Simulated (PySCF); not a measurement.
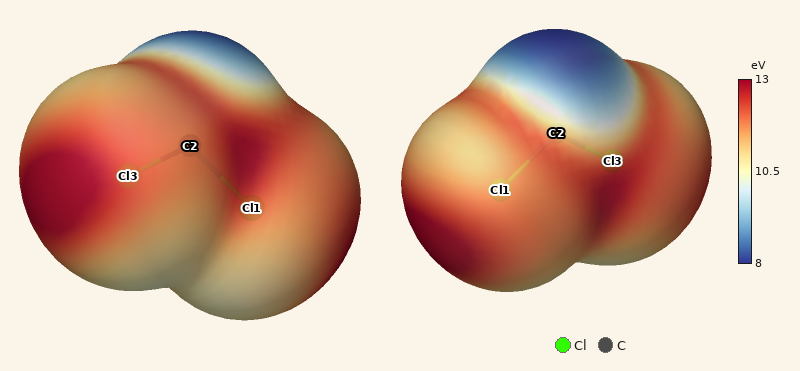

CCl2, SMILES `Cl[C]Cl`. Average local ionisation energy on the surface of electron density 0.001 a.u. (back view left, front view right).

PySCF calculation, PBE0/6-311+G**, gas phase; geometry: GFN2-xTB. No frequency check shows the geometry to be a minimum. GFN2-xTB bond lengths at metals and heavier atoms can be off by up to 0.1 Å and shapes distorted, which carries into these values.

### Locate the minima of the map.

The lowest value is 8.0 eV, 2.2 Å from C2. Further minima include 10.4 eV, 2.2 Å from Cl1; 11.0 eV, 2.1 Å from Cl1, and at like points elsewhere. For comparison, the highest occupied orbital lies at −7.2 eV.

Run time: 3.7 s on 1 thread of Intel(R) Xeon(R) Platinum 8488C (Sapphire Rapids), with other jobs on the host, peak memory 0.3 GiB.
